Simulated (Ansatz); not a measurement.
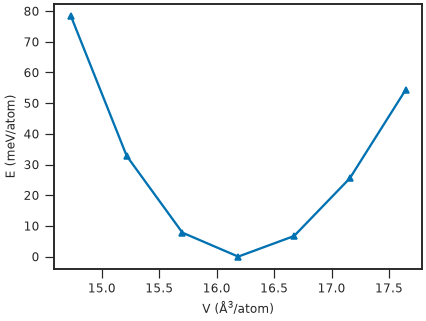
Figure: GeRh (NiAs type, P6_3/mmc) under volume change, the program Ansatz at the PBE level (PAW), shape and atoms relaxed at each volume.

Problem. What does a third-order Birch–Murnaghan fit give for V₀, B₀ and B′?

Solution. V₀ = 16.19 Å³/atom, B₀ = 158 GPa, B′ = 4.9.

The cell is a constructed one: a structure type filled with these elements; neither database checked (COD, Materials Project) lists it. COD files the formula under space group No. 62, so this cell is another polymorph or a model. Its standing as an ambient phase is unchecked. The cell was relaxed with PBE under the symmetry of its start; its stability against distortions is not shown here. The run is not spin-polarised.

Potentials: the later of the program's two PAW sets.
